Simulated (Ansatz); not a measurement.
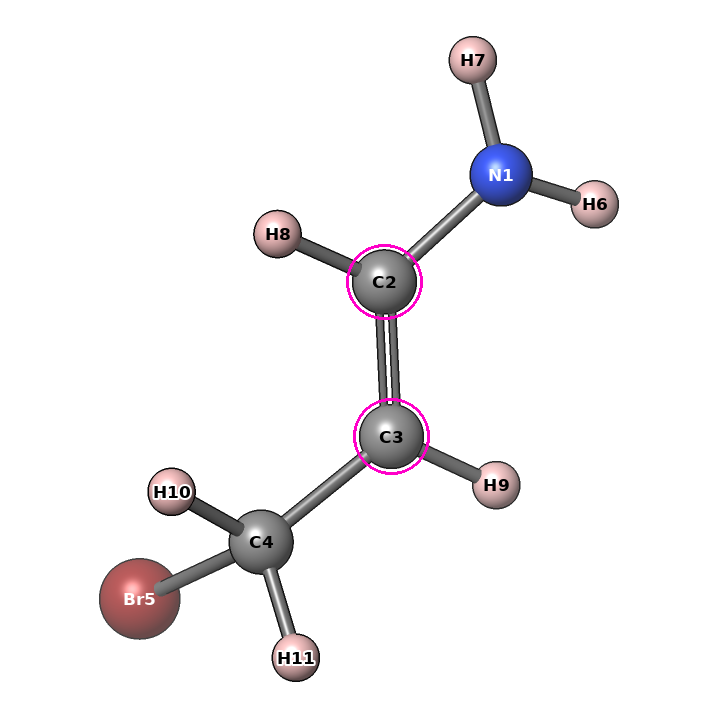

Depth is shown by fading: the farther an atom, the more it takes the colour of the background. Circles mark the stereogenic atoms. The computed structure is the end point of a PBE-D4/def2-SVP optimisation. No frequency run is at hand to confirm it as a minimum.

**Assign CIP descriptors.**

C2=C3: E.

**Give a SMILES with the stereochemistry.**

N/C=C/CBr
